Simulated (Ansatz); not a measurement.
# InPd (Pm-3m): a volume series of phonon spectra, part 2 of 3

Which modes of InPd drive its thermal expansion? The starting cell is a computed one from a database.

Ansatz 0.2.0; DFT PBEsol, scalar-relativistic, plane waves, PAW.

So far. Step 2 (A first coarse run): The start is under -2.7 GPa at this level and looks like a metal on this mesh. Step 4 (Relaxing to small residual forces and stress): The residual pressure is 2.3e-5 GPa, small enough for phonons.

## Step 5: Lattice dynamics at this volume, V/V0 1

The same q-mesh and k-mesh are kept at every volume, so that much of their error can cancel in the differences.

Input file input.yaml:

```yaml
crystal:
  lattice:
    - [3.2470237878, 0.0, 0.0]
    - [0.0, 3.2470237878, 0.0]
    - [0.0, 0.0, 3.2470237878]
  atoms:
    - { symbol: In, position: [0.0, 0.0, 0.0] }
    - { symbol: Pd, position: [0.5, 0.5, 0.5] }
kpoints:
  mp_grid: { grid: [16, 16, 16] }
hamiltonian:
  xc: pbesol
scf:
  occupations: { method: methfessel_paxton, width: 0.2 }
  lower_state_search: "off"
output:
  eigenvalues: true
phonons:
  method: dfpt
  qmesh: [4, 4, 4]
  temperatures: { t_max: 1000, t_step: 50 }
  qpath:
    path:
      - [[0.0, 0.0, 0.0], [0.0, 0.5, 0.0], [0.5, 0.5, 0.0], [0.0, 0.0, 0.0], [0.5, 0.5, 0.5], [0.0, 0.5, 0.0]]
      - [[0.5, 0.5, 0.5], [0.5, 0.5, 0.0]]
    npoints: 10
```

Started as:

```
ansatz run input.yaml --threads 4 --pin off --max-ram 8192MiB --backend cpu --events-out ev --progress --plain --runs-dir out
```

Numbers of over 12 decimals in the logs are rounded to 6 here.

The log of the run:

```text
[...]
Crystal: 2 atoms, lattice volume = 34.234 Å³
Basis set: ecut = 420 eV, 691 PW (Γ), exchange–correlation on 48×48×48 points (8 copies of the dense FFT grid, shifted against one another)
Bands: 20, of which v1, the nominal top of the filled ones, is band 16 counted from 1 (15 counted from 0)
Symmetry: 48 space group operations
k-points: 165 of 4096
[...]
SCF iter   1: F=—  HF=-12433.125388 eV  |F-HF|=—  |Δ(HF+E_count)|=         —  Δρ=8.06e-3  dr2=2.28e-2  ethr=1.77e-3  ⟨swp⟩=5.1  Hψ=14448  notcnv=0
[...]
SCF iter   7: F=-12433.120178 eV  HF=-12433.120178 eV  |F-HF|=0.00e0  |Δ(HF+E_count)|=  3.27e-11  S|Δr|=    0.00e0  Δρ=2.14e-7  dr2=7.58e-12  ethr=1.00e-12  ⟨swp⟩=5.0  Hψ=16966  notcnv=0
SCF 1 converged in 7 iterations: F = -12433.120178 eV  dr2 = 7.58e-12
[...]
phonons: the bands overlap, so this run is a metal and interpolates without the dipole-dipole term. If the crystal is really an insulator or semiconductor, its LO-TO splitting is missing
NSCF: frozen V_eff on 165 k-points
[...]
DFPT response loops at q = (0, 0, 0) (fractional): preconditioner auto → Kerker (q_TF=auto, 2.684 Å⁻¹) (partly filled bands, converged f_vac=0.000); β = 1.00, the filter's whole step (`scf.mixing.beta` (0.50) is not read by the response loops under this deck's `scf.mixing.preconditioner`; to damp them name `kerker` or `kerker_dos`, under which they read `scf.mixing.beta`, and type it under 1.00, their step now; both keys bind the ground state too); Broyden in place of MSR1
[...]
SCF converged after 7 iterations
[...]
Free energy (F): -12433.120178 eV
[...]
Internal energy: -12433.120422 eV  (E = F + TS)
E sigma→0 (E₀):  -12433.120239 eV
Entropy (-TS):   0.000244 eV (0.122 meV/atom)
Fermi energy:    17.112372 eV
[...]
--- Band table (eV; the first three rows and the last of 165) ---
  k-point 0: bands = [... 12 lower, 14.7510, 14.7510, 14.7510, 21.2827, 21.2827, 21.2827, 26.7184, 27.8166]
  k-point 1: bands = [... 12 lower, 14.7003, 14.7003, 14.7478, 20.8232, 21.4127, 21.4127, 26.9433, 27.7902]
  k-point 2: bands = [... 12 lower, 14.5631, 14.5631, 14.7387, 19.7870, 21.7883, 21.7883, 27.1291, 27.7130]
  k-point 164: bands = [... 12 lower, 15.3927, 15.3927, 17.0409, 20.8641, 20.8641, 20.8641, 21.5567, 21.5567]
--- Phonons (Γ-DFPT): 2 representative perturbations + reference (Σ response iterations 7) ---
  ASR residual: 4.778e-5 → 0.000e0 eV/Å²; symmetrization residual: 7.763e-6 eV/Å²
  ASR residual per site (eV/Å²): 1.62e-5 4.78e-5
  Γ frequencies (cm⁻¹): 0.00 0.00 0.00 144.84 144.84 144.84
--- Phonons (arbitrary-q DFPT): 10 irreducible q on the 4×4×4 mesh ---
  q = [0.0000, 0.0000, 0.0000] (star 1, of the zone-centre solve; hermiticity 3.64e-6, symmetrization 4.67e-12): -0.00 0.00 0.00 144.84 144.84 144.84
  q = [0.0000, 0.0000, 0.2500] (star 6, 4 solved perturbations in 4032 linear systems a pass and spin channel, the states on 1296 of 4096 k-point pairs; hermiticity 1.36e-6, symmetrization 2.14e-12): 50.49 50.49 84.04 130.01 130.01 152.95
[...]
q = [0.0000, 0.2500, -0.5000] (star 12, 6 solved perturbations on 1296 of 4096 k-point pairs; hermiticity 3.11e-6, symmetrization 2.85e-14): 58.99 71.15 89.32 102.81 154.55 169.93
[...]
sum rule: each row above includes the acoustic sum rule's correction from the zone centre's row sums; it moved no ω² by more than (0.35 cm⁻¹)²
  mesh force constants: q→R imaginary residual 3.00e-18; ASR residual 4.778e-5 → 0.000e0 eV/Å²; symmetrization residual 5.773e-15 eV/Å²
  interpolated dispersion: 62 rows × 6 modes
  density of states and harmonic sums: on the 20×20×20 q-mesh, interpolated from the force constants of a 4×4×4 supercell (no non-analytic term)
  largest difference from the sums on the solved wave vectors: F 1.32e-2 eV, S 1.72e-5 and C_V 4.01e-6 eV/K
  zero-point energy: 0.039417 eV/cell   skipped modes (ω ≤ 0): 3   left out of the sums: 6.25e-5 of the cell's modes: C_V's classical limit lies that fraction below 3 k_B per atom; for a crystal, a wire or a layer, F and S can be off by more, and a phonons.interpolated_qmesh denser along its periods is the remedy for the sampling
```

The job ended after 8.6 min (4 threads of Arm Neoverse V2, shared host; peak memory 3.9 GiB).

Numbers from this step:

```
Γ frequencies                            : 0, 0, 0, 144.8, 144.8, 144.8 cm⁻¹ (negative: imaginary)
lowest frequency on the path             : 0 cm⁻¹
zero-point energy                        : 0.03942 eV/cell
point group                              : m-3m
highest frequency                        : 174.4 cm⁻¹
Debye temperature from the second moment : 212 K
```

No LO-TO term. Phonon branches along the path, in cm⁻¹:

```
    point  branch 1  branch 2  branch 3  branch 4  branch 5  branch 6
        Γ         0         0         0       145       145       145
        X        83        83       105       105       117       164
        M        49        49        99       101       174       174
        Γ         0         0         0       145       145       145
        R        96        96        96       146       146       146
        X        83        83       105       105       117       164
jump to R        96        96        96       146       146       146
        M        49        49        99       101       174       174
```

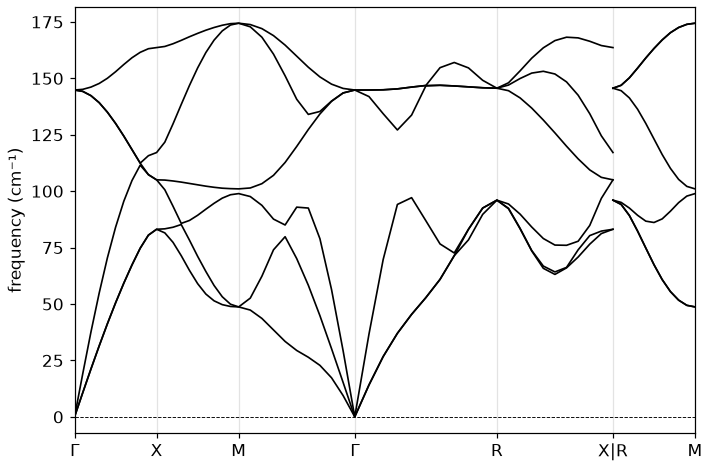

Phonon branches along the path.

The phonon density of states has structure finer than the step of the table below, so its rows give means over 10 cm⁻¹, whole bins alone (the curve runs from 1 to 175 cm⁻¹). Peaks (cm⁻¹: height): 69.0: 0.0719, 85.0: 0.0652, 127.0: 0.0458, 167.0: 0.0846.

Tetrahedra on 20 20 20, mean over bins of 2 cm⁻¹. Table of phonon density of states by wavenumber; means over each step:

```
wavenumber (cm⁻¹)  phonon density of states (1/cm⁻¹/cell)
               10                                  4.5e-4
               20                                 0.00254
               30                                 0.00961
               40                                  0.0216
               50                                  0.0397
               60                                  0.0489
               70                                  0.0596
               80                                  0.0559
               90                                  0.0469
              100                                  0.0208
              110                                  0.0279
              120                                  0.0307
              130                                  0.0402
              140                                  0.0357
              150                                  0.0446
              160                                  0.0662
              170                                  0.0487
```

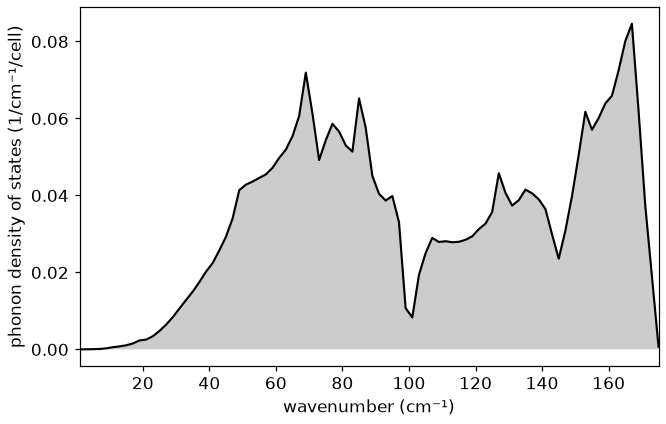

Phonon density of states, plotted against wavenumber.

Harmonic. Thermo, by row:

```
T (K)  F_vib (meV/atom)  S (J/mol-atom/K)  C_V (J/mol-atom/K)
    0             19.71                 0                   0
   50             18.39             7.668               12.71
  100             11.27             19.33               20.29
  150             -1.13             28.09               22.66
  200            -17.48             34.75               23.61
  250            -36.91             40.08               24.07
  300            -58.86             44.49               24.33
  350            -82.91             48.25               24.49
  400            -108.8             51.53                24.6
  450            -136.2             54.43               24.67
  500            -165.2             57.03               24.72
  550            -195.3             59.39               24.76
  600            -226.7             61.55               24.79
  650            -259.1             63.53               24.81
  700            -292.5             65.37               24.83
  750            -326.8             67.08               24.84
  800              -362             68.69               24.86
  850              -398              70.2               24.86
  900            -434.7             71.62               24.87
  950            -472.2             72.96               24.88
 1000            -510.4             74.24               24.89
```

The modes has structure finer than the step of the table below, so its rows give means over 20 cm⁻¹, whole bins alone (the curve runs from -10 to 189 cm⁻¹). Peaks (cm⁻¹: height): In 66.5: 0.0185, 128.0: 0.0320, 165.6: 0.0582; Pd 84.1: 0.0504, 165.6: 0.0193.

Phonopy on the run's constants, 17x17x17 mesh, Gaussian sigma 2.0 cm⁻¹. The modes by wavenumber; means over each step; values in 1/cm⁻¹/cell:

```
wavenumber (cm⁻¹)       In       Pd
                0   4.3e-5   4.2e-5
               20  0.00166  0.00185
               40  0.00886   0.0140
               60   0.0157   0.0344
               80  0.00994   0.0455
              100   0.0115   0.0167
              120   0.0255  0.00678
              140   0.0260   0.0107
              160   0.0456   0.0178
```

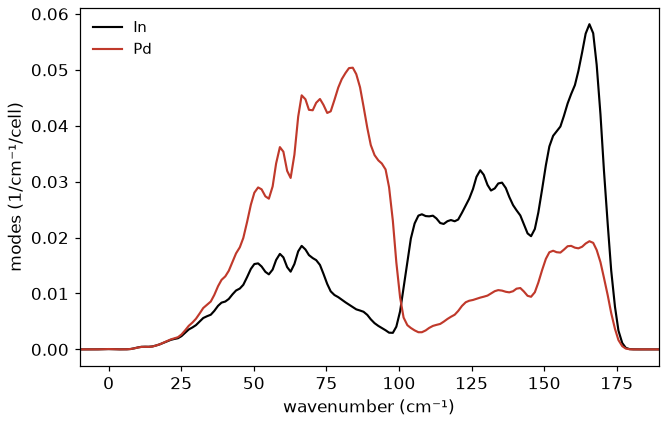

Modes against wavenumber.

No LO-TO term. Modes at Γ, with each element's share of the kinetic energy:

```
mode  frequency (cm⁻¹)  symmetry  In %  Pd %
   1               0.0       T1u    52    48
   2               0.0       T1u    52    48
   3               0.0       T1u    52    48
   4             144.8       T1u    48    52
   5             144.8       T1u    48    52
   6             144.8       T1u    48    52
```

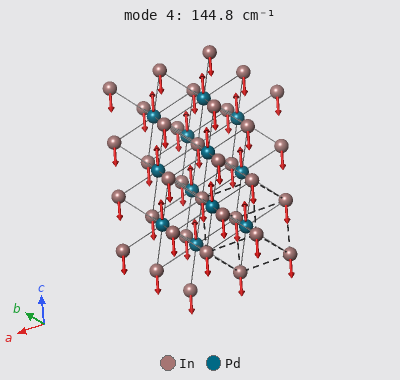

Displacement patterns of mode 4 at Γ; arrows are exaggerated. 2×2×3 cells are drawn. Some periodic images of atoms are drawn too.

No mode is imaginary beyond numerical noise at the solved wavevectors.

## Step 6: A cell at another volume, V/V0 1.02

Symmetry fixes every atom, so a single point at the scaled cell gives the energy and pressure of this member.

input.yaml, the sections that differ from step 5:

```yaml
crystal:
  lattice:
    - [3.2685278833, 0.0, 0.0]
    - [0.0, 3.2685278833, 0.0]
    - [0.0, 0.0, 3.2685278833]
  atoms:
    - { symbol: In, position: [0.0, 0.0, 0.0] }
    - { symbol: Pd, position: [0.5, 0.5, 0.5] }
output:
  forces: true
  stress: true
  eigenvalues: true
# kpoints, hamiltonian, scf: as in step 5
# phonons: removed
```

The log of the run:

```text
[...]
Crystal: 2 atoms, lattice volume = 34.919 Å³
Basis set: ecut = 420 eV, 691 PW (Γ), exchange–correlation on 48×48×48 points (8 copies of the dense FFT grid, shifted against one another)
Bands: 20, of which v1, the nominal top of the filled ones, is band 16 counted from 1 (15 counted from 0)
Symmetry: 48 space group operations
[...]
k-points: 165 of 4096
[...]
SCF iter   1: F=—  HF=-12433.119861 eV  |F-HF|=—  |Δ(HF+E_count)|=         —  Δρ=8.06e-3  dr2=2.35e-2  ethr=1.77e-3  ⟨swp⟩=5.1  Hψ=14313  notcnv=0
[...]
SCF iter   6: F=-12433.114587 eV  HF=-12433.114587 eV  |F-HF|=8.33e-10  |Δ(HF+E_count)|=   2.26e-8  S|Δr|=    0.00e0  Δρ=2.26e-6  dr2=1.17e-9  ethr=3.23e-10  ⟨swp⟩=5.7  Hψ=13275  notcnv=0
SCF 1 converged in 6 iterations: F = -12433.114587 eV  dr2 = 1.17e-9
[...]
SCF converged after 6 iterations
[...]
Free energy (F): -12433.114587 eV
[...]
Internal energy: -12433.114724 eV  (E = F + TS)
E sigma→0 (E₀):  -12433.114621 eV
Entropy (-TS):   0.000137 eV (0.069 meV/atom)
Fermi energy:    16.664308 eV
[...]
--- Stress (GPa, compression-positive) ---
       -2.560414       0.000000       0.000000
        0.000000      -2.560414       0.000000
        0.000000       0.000000      -2.560414
  P = ⅓ Tr σ = -2.5604 GPa (-25.604 kbar)
--- Band table (eV; the first three rows and the last of 165) ---
  k-point 0: bands = [... 12 lower, 14.3626, 14.3626, 14.3626, 20.8160, 20.8160, 20.8160, 26.0245, 27.2452]
  k-point 1: bands = [... 12 lower, 14.3140, 14.3140, 14.3597, 20.3550, 20.9425, 20.9425, 26.2573, 27.2214]
  k-point 2: bands = [... 12 lower, 14.1820, 14.1820, 14.3514, 19.3221, 21.3082, 21.3082, 26.4720, 27.1519]
  k-point 164: bands = [... 12 lower, 14.9873, 14.9873, 16.5243, 20.4024, 20.4024, 20.4025, 21.0420, 21.0420]
```

It took 1.2 s on 4 threads; peak memory 0.4 GiB.

This step gave:

| Quantity | Value |
| --- | --- |
| pressure | -2.560 GPa |
| volume per atom | 17.46 Å³/atom |

The run ends at a pressure of -2.56 GPa.

## Step 7: Phonons, V/V0 1.02

The same q-mesh and k-mesh are kept at every volume, so that much of their error can cancel in the differences.

input.yaml, the sections that differ from step 6:

```yaml
output:
  eigenvalues: true
phonons:
  method: dfpt
  qmesh: [4, 4, 4]
  temperatures: { t_max: 1000, t_step: 50 }
  qpath:
    path:
      - [[0.0, 0.0, 0.0], [0.0, 0.5, 0.0], [0.5, 0.5, 0.0], [0.0, 0.0, 0.0], [0.5, 0.5, 0.5], [0.0, 0.5, 0.0]]
      - [[0.5, 0.5, 0.5], [0.5, 0.5, 0.0]]
    npoints: 10
# crystal, kpoints, hamiltonian, scf: as in step 6
```

The log of the run:

```text
[...]
Crystal: 2 atoms, lattice volume = 34.919 Å³
Basis set: ecut = 420 eV, 691 PW (Γ), exchange–correlation on 48×48×48 points (8 copies of the dense FFT grid, shifted against one another)
Bands: 20, of which v1, the nominal top of the filled ones, is band 16 counted from 1 (15 counted from 0)
Symmetry: 48 space group operations
k-points: 165 of 4096
[...]
k-point 164: bands = [... 12 lower, 14.9873, 14.9873, 16.5243, 20.4024, 20.4024, 20.4024, 21.0420, 21.0420]
[...]
ASR residual: 4.063e-5 → 0.000e0 eV/Å²; symmetrization residual: 1.048e-5 eV/Å²
  ASR residual per site (eV/Å²): 2.24e-5 4.06e-5
  Γ frequencies (cm⁻¹): 0.00 0.00 0.00 136.47 136.47 136.47
--- Phonons (arbitrary-q DFPT): 10 irreducible q on the 4×4×4 mesh ---
[...]
interpolated dispersion: 62 rows × 6 modes
[...]
[key lines of the parts left out:]
SCF converged after 7 iterations
Free energy (F): -12433.114587 eV
Fermi energy:    16.664296 eV
```

Elapsed: 8.7 min, on 4 threads; peak memory 4 GiB.

No LO-TO term. Phonon branches along the path, in cm⁻¹:

```
    point  branch 1  branch 2  branch 3  branch 4  branch 5  branch 6
        Γ         0         0         0       136       136       136
        X        77        77        99        99       109       158
        M        47        47        93        95       165       165
        Γ         0         0         0       136       136       136
        R        88        88        88       140       140       140
        X        77        77        99        99       109       158
jump to R        88        88        88       140       140       140
        M        47        47        93        95       165       165
```

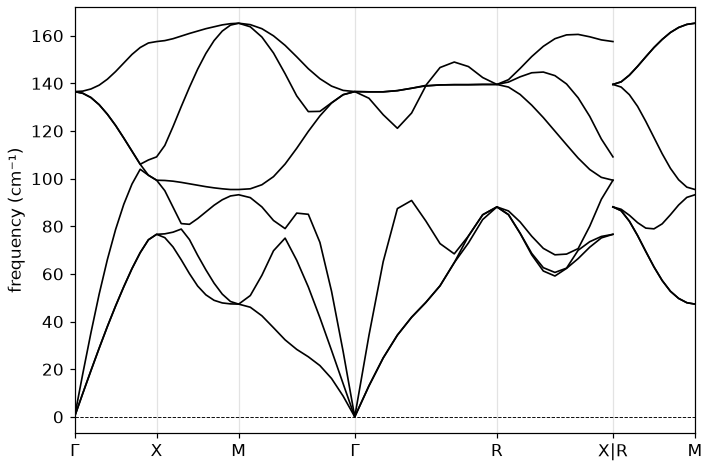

Phonon branches along the path.

No mode is imaginary beyond numerical noise at the solved wavevectors. The highest zone-centre mode (no LO–TO term) moved by -5.8 % for a volume change of +2.0 %.

## Step 8: A cell at another volume, V/V0 0.98

Symmetry fixes every atom, so a single point at the scaled cell gives the energy and pressure of this member.

The cell differs from the one that the last finished run ended in (a 3.269 → 3.225 Å, b 3.269 → 3.225 Å, c 3.269 → 3.225 Å).

input.yaml, the sections that differ from step 7:

```yaml
crystal:
  lattice:
    - [3.2252310252, 0.0, 0.0]
    - [0.0, 3.2252310252, 0.0]
    - [0.0, 0.0, 3.2252310252]
  atoms:
    - { symbol: In, position: [0.0, 0.0, 0.0] }
    - { symbol: Pd, position: [0.5, 0.5, 0.5] }
output:
  forces: true
  stress: true
  eigenvalues: true
# kpoints, hamiltonian, scf: as in step 7
# phonons: removed
```

The log of the run:

```text
[...]
Crystal: 2 atoms, lattice volume = 33.549 Å³
Basis set: ecut = 420 eV, 691 PW (Γ), exchange–correlation on 48×48×48 points (8 copies of the dense FFT grid, shifted against one another)
Bands: 20, of which v1, the nominal top of the filled ones, is band 16 counted from 1 (15 counted from 0)
Symmetry: 48 space group operations
[...]
k-points: 165 of 4096
[...]
--- Band table (eV; the first three rows and the last of 165) ---
  k-point 0: bands = [... 12 lower, 15.1548, 15.1548, 15.1548, 21.7685, 21.7685, 21.7685, 27.4407, 28.4121]
  k-point 1: bands = [... 12 lower, 15.1020, 15.1020, 15.1513, 21.3104, 21.9024, 21.9024, 27.6559, 28.3827]
  k-point 2: bands = [... 12 lower, 14.9591, 14.9591, 15.1413, 20.2708, 22.2880, 22.2880, 27.8099, 28.2970]
  k-point 164: bands = [... 12 lower, 15.8140, 15.8140, 17.5791, 21.3458, 21.3458, 21.3459, 22.0928, 22.0928]
[key lines of the parts left out:]
SCF converged after 6 iterations
Free energy (F): -12433.114054 eV
Fermi energy:    17.576839 eV
P = ⅓ Tr σ = 2.9346 GPa (29.346 kbar)
```

It took 1.2 s on 4 threads; peak memory 0.39 GiB.

The run ends at a pressure of 2.93 GPa.

## Step 9: Phonons, V/V0 0.98

The same q-mesh and k-mesh are kept at every volume, so that much of their error can cancel in the differences.

input.yaml, the sections that differ from step 8:

```yaml
output:
  eigenvalues: true
phonons:
  method: dfpt
  qmesh: [4, 4, 4]
  temperatures: { t_max: 1000, t_step: 50 }
  qpath:
    path:
      - [[0.0, 0.0, 0.0], [0.0, 0.5, 0.0], [0.5, 0.5, 0.0], [0.0, 0.0, 0.0], [0.5, 0.5, 0.5], [0.0, 0.5, 0.0]]
      - [[0.5, 0.5, 0.5], [0.5, 0.5, 0.0]]
    npoints: 10
# crystal, kpoints, hamiltonian, scf: as in step 8
```

The log of the run:

```text
[...]
Crystal: 2 atoms, lattice volume = 33.549 Å³
Basis set: ecut = 420 eV, 691 PW (Γ), exchange–correlation on 48×48×48 points (8 copies of the dense FFT grid, shifted against one another)
Bands: 20, of which v1, the nominal top of the filled ones, is band 16 counted from 1 (15 counted from 0)
Symmetry: 48 space group operations
k-points: 165 of 4096
[...]
k-point 164: bands = [... 12 lower, 15.8140, 15.8140, 17.5790, 21.3458, 21.3458, 21.3458, 22.0928, 22.0928]
[...]
ASR residual: 5.231e-5 → 0.000e0 eV/Å²; symmetrization residual: 5.195e-6 eV/Å²
  ASR residual per site (eV/Å²): 5.64e-6 5.23e-5
  Γ frequencies (cm⁻¹): 0.00 0.00 0.00 153.51 153.51 153.51
--- Phonons (arbitrary-q DFPT): 10 irreducible q on the 4×4×4 mesh ---
[...]
interpolated dispersion: 62 rows × 6 modes
[...]
[key lines of the parts left out:]
SCF converged after 7 iterations
Free energy (F): -12433.114054 eV
Fermi energy:    17.576826 eV
```

The job ended after 8.5 min (4 threads; peak memory 3.9 GiB; 33 min of CPU time).

No LO-TO term. Phonon branches along the path, in cm⁻¹:

```
    point  branch 1  branch 2  branch 3  branch 4  branch 5  branch 6
        Γ         0         0         0       154       154       154
        X        90        90       111       111       125       170
        M        50        50       105       107       184       184
        Γ         0         0         0       154       154       154
        R       104       104       104       152       152       152
        X        90        90       111       111       125       170
jump to R       104       104       104       152       152       152
        M        50        50       105       107       184       184
```

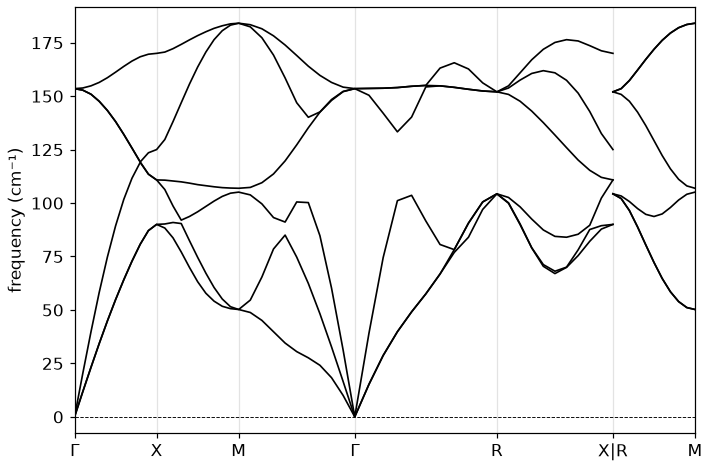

Phonon branches along the path.

No mode is imaginary beyond numerical noise at the solved wavevectors. The highest zone-centre mode (no LO–TO term) moved by +6.0 % for a volume change of -2.0 %.

[end of part 2 of 3]

[Logs are printed without paths, hosts, clocks, repeated set-up lines and the standing remarks that a program may print on its own settings, such as how far it seeks lower states.]

[Hosts, paths, dates, database ids (printed as entryN), source tags and the programs' standing remarks are cut or masked in the printed files.]

[A step with changed settings may run another functional than the one named; its input shows which.]

[Of the runs on displaced cells, only some may be shown.]
